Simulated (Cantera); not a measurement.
Feed: 1 mol acetone, a varied amount of CO2, 16 mol N2, at 2323 K and 730 Pa.

Cantera equilibrium calculation (NASA polynomials, part measured and part estimated; ideal gas, pure solids and liquids). Candidate condensed phases: C, C6H6, C7H8, C8H18, H2O; 136 gas species. The feed counts by its element totals alone. The numbers say what is thermodynamically allowed, not how fast it happens.

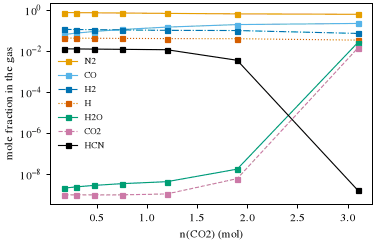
Figure: Equilibrium gas composition (values under 1e-9 drawn at 1e-9)

From 0.18 mol CO2 to 1.2 mol CO2 the condensed part is C(graphite). From 1.9 mol CO2 to 3.1 mol CO2 nothing is condensed. The main C-bearing gas is CO throughout.
